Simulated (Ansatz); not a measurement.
# Cl4HOTa: single points with varied inputs

Aim: run Cl4HOTa under a spread of inputs, and see what each costs and gives.

Method: the settings change from run to run; program: Ansatz 0.2.0, Gaussian basis.

## 1. The relaxed structure

The geometry comes from an earlier relaxation with PBE0-D4 in a triple-zeta def2 set; it is a stationary point, not always the lowest conformer. Ta takes a core potential in def2 sets; no spin-orbit term is included.

SMILES `[OH][Ta]([Cl])([Cl])([Cl])[Cl]`, 7 atoms, charge 0, spin multiplicity 1.

Atoms are counted from 1 here; the program's logs count them from 0.

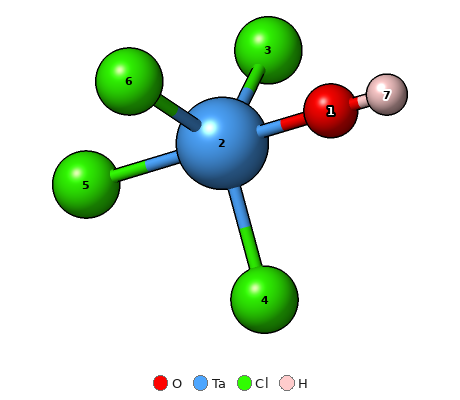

The geometry (oxygen red, tantalum blue, chlorine green, hydrogen pink); atoms are numbered from 1 in the order of the file.

## 2. B97/def2-mTZVPP

Input file in.yaml:

```yaml
crystal:
  periodic: [false, false, false]
  atoms:
    - {symbol: O, position_ang: [0.209338, -1.317573, 0.772983]}
    - {symbol: Ta, position_ang: [-0.032495, 0.265389, -0.168166]}
    - {symbol: Cl, position_ang: [2.081366, 0.105197, -1.034872]}
    - {symbol: Cl, position_ang: [-1.806333, -0.646055, -1.294755]}
    - {symbol: Cl, position_ang: [-0.337676, 2.252754, -1.355605]}
    - {symbol: Cl, position_ang: [-0.383147, 1.408255, 1.784827]}
    - {symbol: H, position_ang: [0.330246, -2.135966, 1.249987]}
basis:
  gaussian: {orbitals: def2-mTZVPP}
hamiltonian: {xc: {name: B97}}
output: {forces: true}
```

Started as:

```
$ ansatz run in.yaml --threads 4 --pin off --events-out ev --progress --plain --max-ram 11315MiB
```

The program printed, shortened:

```text
Functional definition: B97
  name "B97"
  cite "Becke, J. Chem. Phys. 107, 8554 (1997) doi:10.1063/1.475007"
[...]
      + integral(e_c_pw_opposite_spin*poly(b97_u_opposite, cos0, cos1, cos2))
1665 factors; integrals over basis functions are off by at most 4.1e-4 eV
[...]
mean field -53708.11070378 eV, -1973.7366636988 hartree, gradient 2.2e-5 eV, S^2 0.000000; 0 other end points of the search recorded, 0 dependent functions left out
[...]
reference -53708.11072785 eV, -1973.7366645836 hartree; 45, 45 occupied and 128, 128 virtual orbitals, 1665 factors
Total energy: -53708.11072785 eV, -1973.7366645836 hartree
Atom 0 at     0.209338    -1.317573     0.772983 Å, force     0.064304    -0.405995     0.247200 eV/Å
Atom 1 at    -0.032495     0.265389    -0.168166 Å, force    -0.003886     0.026041    -0.017271 eV/Å
Atom 2 at     2.081366     0.105197    -1.034872 Å, force     0.544776    -0.055733    -0.213756 eV/Å
Atom 3 at    -1.806333    -0.646055    -1.294755 Å, force    -0.452929    -0.247310    -0.281256 eV/Å
Atom 4 at    -0.337676     2.252754    -1.355605 Å, force    -0.080447     0.517450    -0.309324 eV/Å
Atom 5 at    -0.383147     1.408255     1.784827 Å, force    -0.087769     0.279728     0.510570 eV/Å
Atom 6 at     0.330246    -2.135966     1.249987 Å, force     0.015950    -0.114181     0.063837 eV/Å
Dipole moment:     0.093822    -0.617391     0.366733 e Å
```

Run time: 10 s. Hardware: 4 threads of Arm Neoverse V2, shared host; peak memory 0.62 GiB.

Largest force 0.608 eV/Å, dipole 3.48 D.

## 3. BLYP/def2-TZVPD

This run has atoms shaken by 0.08 Å, high accuracy.

Input file in.yaml:

```yaml
crystal:
  periodic: [false, false, false]
  atoms:
    - {symbol: O, position_ang: [0.211710, -1.348279, 0.765212]}
    - {symbol: Ta, position_ang: [-0.112602, 0.255806, -0.148860]}
    - {symbol: Cl, position_ang: [2.031435, 0.106708, -1.022927]}
    - {symbol: Cl, position_ang: [-1.790327, -0.594146, -1.271946]}
    - {symbol: Cl, position_ang: [-0.289626, 2.285838, -1.470962]}
    - {symbol: Cl, position_ang: [-0.476249, 1.517618, 1.676888]}
    - {symbol: H, position_ang: [0.425252, -2.221885, 1.325968]}
basis:
  gaussian: {orbitals: def2-TZVPD}
hamiltonian: {xc: {name: BLYP}}
accuracy: high
```

The command is unchanged.

The program printed:

```text
Functional definition: BLYP
  name "BLYP"
  cite "Becke, Phys. Rev. A 38, 3098 (1988) doi:10.1103/PhysRevA.38.3098"
  cite "Lee, Yang & Parr, Phys. Rev. B 37, 785 (1988) doi:10.1103/PhysRevB.37.785"
  parameter beta = 0.0042
  parameter a = 0.04918
  parameter b = 0.132
  parameter c = 0.2533
  parameter d = 0.349
  exchange = b88_x(beta = beta)
  correlation = lyp_c(a = a, b = b, c = c, d = d)
4370 factors; integrals over basis functions are off by at most 7.3e-7 eV
mean field evaluation 1: about -53705.8233 eV, gradient 7.4e1 eV
mean field evaluation 2: about -53564.5710 eV, gradient 2.3e2 eV
mean field evaluation 4: about -53712.8549 eV, gradient 3.2e1 eV
mean field evaluation 8: about -53715.3218 eV, gradient 5.7e-1 eV
mean field evaluation 16: about -53715.3220 eV, gradient 2.0e-3 eV
mean field -53715.32200426 eV, -1974.0016741036 hartree, gradient 8.0e-8 eV, S^2 0.000000; 0 other end points of the search recorded, 0 dependent functions left out
reference -53715.32206464 eV, -1974.0016763226 hartree; 45, 45 occupied and 231, 231 virtual orbitals, 4370 factors
Total energy: -53715.32206464 eV, -1974.0016763226 hartree
```

Wall time 26 s (4 threads of Arm Neoverse V2, shared host); peak memory 2 GiB.

## 4. B3LYP5/def2-TZVPD

Options: high accuracy.

Input file in.yaml:

```yaml
crystal:
  periodic: [false, false, false]
  atoms:
    - {symbol: O, position_ang: [0.209338, -1.317573, 0.772983]}
    - {symbol: Ta, position_ang: [-0.032495, 0.265389, -0.168166]}
    - {symbol: Cl, position_ang: [2.081366, 0.105197, -1.034872]}
    - {symbol: Cl, position_ang: [-1.806333, -0.646055, -1.294755]}
    - {symbol: Cl, position_ang: [-0.337676, 2.252754, -1.355605]}
    - {symbol: Cl, position_ang: [-0.383147, 1.408255, 1.784827]}
    - {symbol: H, position_ang: [0.330246, -2.135966, 1.249987]}
basis:
  gaussian: {orbitals: def2-TZVPD}
hamiltonian: {xc: {name: B3LYP5}}
accuracy: high
output: {forces: true}
```

Same command.

The program printed, shortened:

```text
Functional definition: B3LYP5
  name "B3LYP5"
  cite "Stephens, Devlin, Chabalowski & Frisch, J. Phys. Chem. 98, 11623 (1994) doi:10.1021/j100096a001"
  cite "Becke, Phys. Rev. A 38, 3098 (1988) doi:10.1103/PhysRevA.38.3098"
  cite "Lee, Yang & Parr, Phys. Rev. B 37, 785 (1988) doi:10.1103/PhysRevB.37.785"
  cite "Vosko, Wilk & Nusair, Can. J. Phys. 58, 1200 (1980) doi:10.1139/p80-159"
[...]
4366 factors; integrals over basis functions are off by at most 7.3e-7 eV
[...]
mean field -53709.30078969 eV, -1973.7803985494 hartree, gradient 4.3e-8 eV, S^2 0.000000; 0 other end points of the search recorded, 0 dependent functions left out
[...]
reference -53709.30083499 eV, -1973.7804002142 hartree; 45, 45 occupied and 231, 231 virtual orbitals, 4366 factors
Total energy: -53709.30083499 eV, -1973.7804002142 hartree
Atom 0 at     0.209338    -1.317573     0.772983 Å, force     0.051659    -0.333942     0.200546 eV/Å
Atom 1 at    -0.032495     0.265389    -0.168166 Å, force    -0.018788     0.127430    -0.076676 eV/Å
Atom 2 at     2.081366     0.105197    -1.034872 Å, force     0.422026    -0.044498    -0.164683 eV/Å
Atom 3 at    -1.806333    -0.646055    -1.294755 Å, force    -0.350574    -0.192471    -0.217114 eV/Å
Atom 4 at    -0.337676     2.252754    -1.355605 Å, force    -0.059149     0.379002    -0.226475 eV/Å
Atom 5 at    -0.383147     1.408255     1.784827 Å, force    -0.067826     0.215348     0.396191 eV/Å
Atom 6 at     0.330246    -2.135966     1.249987 Å, force     0.022652    -0.150869     0.088212 eV/Å
Dipole moment:     0.090336    -0.594603     0.353190 e Å
```

It took 38 s on 4 threads of Arm Neoverse V2, shared host; peak memory 2.4 GiB.

Largest force 0.456 eV/Å, dipole 3.35 D.

## 5. SVWN5/def2-TZVPD

Options: high accuracy.

Changes to in.yaml since step 4:

```diff
@@ -12,3 +12,3 @@
   gaussian: {orbitals: def2-TZVPD}
-hamiltonian: {xc: {name: B3LYP5}}
+hamiltonian: {xc: {name: SVWN5}}
 accuracy: high
```

Launched as before.

The program printed, shortened:

```text
Functional definition: SVWN5
  name "SVWN5"
  cite "Dirac, Proc. Camb. Phil. Soc. 26, 376 (1930) doi:10.1017/S0305004100016108"
  cite "Slater, Phys. Rev. 81, 385 (1951) doi:10.1103/PhysRev.81.385"
  cite "Vosko, Wilk & Nusair, Can. J. Phys. 58, 1200 (1980) doi:10.1139/p80-159"
[...]
4366 factors; integrals over basis functions are off by at most 7.3e-7 eV
[...]
mean field -53538.78864013 eV, -1967.5141926303 hartree, gradient 7.7e-8 eV, S^2 0.000000; 0 other end points of the search recorded, 0 dependent functions left out
[...]
reference -53538.78864658 eV, -1967.5141928676 hartree; 45, 45 occupied and 231, 231 virtual orbitals, 4366 factors
Total energy: -53538.78864658 eV, -1967.5141928676 hartree
Atom 0 at     0.209338    -1.317573     0.772983 Å, force    -0.080125     0.541303    -0.315356 eV/Å
Atom 1 at    -0.032495     0.265389    -0.168166 Å, force    -0.037542     0.250761    -0.149612 eV/Å
Atom 2 at     2.081366     0.105197    -1.034872 Å, force    -0.186244     0.019045     0.072966 eV/Å
Atom 3 at    -1.806333    -0.646055    -1.294755 Å, force     0.154912     0.086138     0.095147 eV/Å
Atom 4 at    -0.337676     2.252754    -1.355605 Å, force     0.026437    -0.178634     0.106310 eV/Å
Atom 5 at    -0.383147     1.408255     1.784827 Å, force     0.029866    -0.094395    -0.173824 eV/Å
Atom 6 at     0.330246    -2.135966     1.249987 Å, force     0.092696    -0.624217     0.364368 eV/Å
Dipole moment:     0.089864    -0.591613     0.351359 e Å
```

Run time: 23 s. Hardware: 4 threads of Arm Neoverse V2, shared host; peak memory 2 GiB.

Largest force 0.729 eV/Å, dipole 3.33 D.

## 6. wB97X-V/def2-mTZVPP

Options: high accuracy.

Changes to in.yaml since step 5:

```diff
@@ -11,5 +11,4 @@
 basis:
-  gaussian: {orbitals: def2-TZVPD}
-hamiltonian: {xc: {name: SVWN5}}
+  gaussian: {orbitals: def2-mTZVPP}
+hamiltonian: {xc: {name: wB97X-V}}
 accuracy: high
-output: {forces: true}
```

Launched as before.

The program printed, shortened:

```text
Functional definition: wB97X-V
  name "wB97X-V"
  cite "Mardirossian & Head-Gordon, Phys. Chem. Chem. Phys. 16, 9904 (2014) doi:10.1039/C3CP54374A"
  cite "Becke, J. Chem. Phys. 107, 8554 (1997) doi:10.1063/1.475007"
  cite "Vydrov & Van Voorhis, J. Chem. Phys. 133, 244103 (2010) doi:10.1063/1.3521275"
[...]
      + integral(e_c_pw_opposite_spin*poly(b97_u_opposite, cos0, cos1)) + vv10(b, c)
3283 factors; integrals over basis functions are off by at most 1.1e-7 eV
555 factors; integrals over basis functions are off by at most 1.0e-8 eV
[...]
mean field -53706.10518462 eV, -1973.6629622291 hartree, gradient 5.3e-8 eV, S^2 0.000000; 0 other end points of the search recorded, 0 dependent functions left out
reference -53706.10518444 eV, -1973.6629622226 hartree; 45, 45 occupied and 128, 128 virtual orbitals, 3283 factors
Total energy: -53706.10518444 eV, -1973.6629622226 hartree
```

It took 54 s on 4 threads of Arm Neoverse V2, shared host; peak memory 1.5 GiB.

## 7. BLYP/def2-TZVPD

Options: coordinates scaled by 1.12, finite nuclei, D3(BJ) with three-body dispersion.

Input file in.yaml:

```yaml
crystal:
  periodic: [false, false, false]
  atoms:
    - {symbol: O, position_ang: [0.234459, -1.475682, 0.865741]}
    - {symbol: Ta, position_ang: [-0.036395, 0.297236, -0.188346]}
    - {symbol: Cl, position_ang: [2.331130, 0.117821, -1.159056]}
    - {symbol: Cl, position_ang: [-2.023093, -0.723582, -1.450125]}
    - {symbol: Cl, position_ang: [-0.378198, 2.523085, -1.518278]}
    - {symbol: Cl, position_ang: [-0.429125, 1.577245, 1.999007]}
    - {symbol: H, position_ang: [0.369875, -2.392282, 1.399986]}
basis:
  gaussian: {orbitals: def2-TZVPD, nuclear_model: gaussian}
hamiltonian: {xc: {name: BLYP}, dispersion: d3bjatm}
output: {forces: true}
```

Same command.

The program printed, shortened:

```text
Functional definition: BLYP
  name "BLYP"
  cite "Becke, Phys. Rev. A 38, 3098 (1988) doi:10.1103/PhysRevA.38.3098"
  cite "Lee, Yang & Parr, Phys. Rev. B 37, 785 (1988) doi:10.1103/PhysRevB.37.785"
[...]
1721 factors; their error is unknown
[...]
mean field -53713.60275571 eV, -1973.9384928849 hartree, gradient 2.3e-5 eV, S^2 0.000000; 0 other end points of the search recorded, 0 dependent functions left out
[...]
reference -53713.60324582 eV, -1973.9385108960 hartree; 45, 45 occupied and 231, 231 virtual orbitals, 1721 factors
Total energy: -53714.18586626 eV, -1973.9599218020 hartree
Atom 0 at     0.234459    -1.475682     0.865741 Å, force    -0.082647     0.469419    -0.303828 eV/Å
Atom 1 at    -0.036395     0.297236    -0.188346 Å, force     0.194068    -1.278993     0.756226 eV/Å
Atom 2 at     2.331130     0.117821    -1.159056 Å, force    -2.483809     0.220431     0.996936 eV/Å
Atom 3 at    -2.023093    -0.723582    -1.450125 Å, force     2.073567     1.101605     1.300109 eV/Å
Atom 4 at    -0.378198     2.523085    -1.518278 Å, force     0.348505    -2.273898     1.358421 eV/Å
Atom 5 at    -0.429125     1.577245     1.999007 Å, force     0.406667    -1.308804    -2.311538 eV/Å
Atom 6 at     0.369875    -2.392282     1.399986 Å, force    -0.456350     3.070240    -1.796327 eV/Å
Dipole moment:     0.093801    -0.617771     0.366697 e Å
```

Run time: 8 s. Hardware: 4 threads of Arm Neoverse V2, shared host; peak memory 0.52 GiB.

Largest force 3.586 eV/Å, dipole 3.48 D.

## 8. SPW92/def2-TZVPP

Set apart from the defaults: multiplicity 3.

Input file in.yaml:

```yaml
crystal:
  periodic: [false, false, false]
  atoms:
    - {symbol: O, position_ang: [0.209338, -1.317573, 0.772983]}
    - {symbol: Ta, position_ang: [-0.032495, 0.265389, -0.168166]}
    - {symbol: Cl, position_ang: [2.081366, 0.105197, -1.034872]}
    - {symbol: Cl, position_ang: [-1.806333, -0.646055, -1.294755]}
    - {symbol: Cl, position_ang: [-0.337676, 2.252754, -1.355605]}
    - {symbol: Cl, position_ang: [-0.383147, 1.408255, 1.784827]}
    - {symbol: H, position_ang: [0.330246, -2.135966, 1.249987]}
basis:
  gaussian: {orbitals: def2-TZVPP}
magnetization: {spin_polarized: true, initial_magnetization: 2}
hamiltonian: {xc: {name: SPW92}}
output: {forces: true}
```

The command is unchanged.

The program printed, shortened:

```text
Functional definition: SPW92
  name "SPW92"
  cite "Dirac, Proc. Camb. Phil. Soc. 26, 376 (1930) doi:10.1017/S0305004100016108"
  cite "Slater, Phys. Rev. 81, 385 (1951) doi:10.1103/PhysRev.81.385"
  cite "Perdew & Wang, Phys. Rev. B 45, 13244 (1992) doi:10.1103/PhysRevB.45.13244"
[...]
1723 factors; their error is unknown
[...]
mean field -53533.80986374 eV, -1967.3312259728 hartree, gradient 3.3e-8 eV, S^2 2.001499; 10 other end points of the search recorded, 0 dependent functions left out
[...]
reference -53533.80990615 eV, -1967.3312275314 hartree; 46, 44 occupied and 223, 225 virtual orbitals, 1723 factors
Total energy: -53533.80990615 eV, -1967.3312275314 hartree
Atom 0 at     0.209338    -1.317573     0.772983 Å, force     0.343159    -1.143054     0.594137 eV/Å
Atom 1 at    -0.032495     0.265389    -0.168166 Å, force    -0.375327    -0.133878     0.318992 eV/Å
Atom 2 at     2.081366     0.105197    -1.034872 Å, force     0.407984     0.330976    -0.407539 eV/Å
Atom 3 at    -1.806333    -0.646055    -1.294755 Å, force    -0.396935     0.013864    -0.229494 eV/Å
Atom 4 at    -0.337676     2.252754    -1.355605 Å, force     0.152367     1.092568    -0.827866 eV/Å
Atom 5 at    -0.383147     1.408255     1.784827 Å, force    -0.166450     0.316382     0.254590 eV/Å
Atom 6 at     0.330246    -2.135966     1.249987 Å, force     0.035201    -0.476858     0.297181 eV/Å
Dipole moment:     0.153743    -0.449088     0.217664 e Å
```

Wall time 46 s (4 threads of Arm Neoverse V2, shared host); peak memory 1.2 GiB.

Largest force 1.379 eV/Å, dipole 2.51 D, ⟨S²⟩ 2.001.

## 9. All runs side by side

```
              level  charge  multiplicity  geometry  functions  energy (eV)  time
    B97/def2-mTZVPP       0             1   relaxed        173   -53708.111  10 s
    BLYP/def2-TZVPD       0             1    shaken        276   -53715.322  26 s
  B3LYP5/def2-TZVPD       0             1   relaxed        276   -53709.301  38 s
   SVWN5/def2-TZVPD       0             1   relaxed        276   -53538.789  23 s
wB97X-V/def2-mTZVPP       0             1   relaxed        173   -53706.105  54 s
    BLYP/def2-TZVPD       0             1    scaled        276   -53714.186   8 s
   SPW92/def2-TZVPP       0             3   relaxed        269   -53533.810  46 s
```

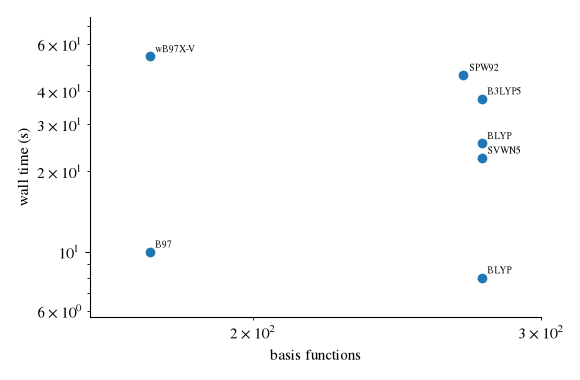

Wall time against the number of basis functions (shared host).

## 10. Summary of results

| quantity | value |
| --- | --- |
| runs | 7 |
| quickest | BLYP/def2-TZVPD, 8 s |
| slowest | wB97X-V/def2-mTZVPP, 54 s |
| spread of total energies, same state and geometry | 170.5 eV |
| dipole, same state and geometry | 3.33 to 3.48 D |

Run time spans a factor of 7, from BLYP/def2-TZVPD to wB97X-V/def2-mTZVPP. The jobs differ in tasks and options as well as level. The totals spread over 171 eV; they can't be compared across methods or bases. At the PBE0-D4/def2-TZVP geometry and in the same state, the sound runs without point charges leave forces up to 0.73 eV/Å (SVWN5/def2-TZVPD), against 3.6 eV/Å where the atoms were moved. At that geometry and state the dipole changes by 4 % between the lowest and highest value.
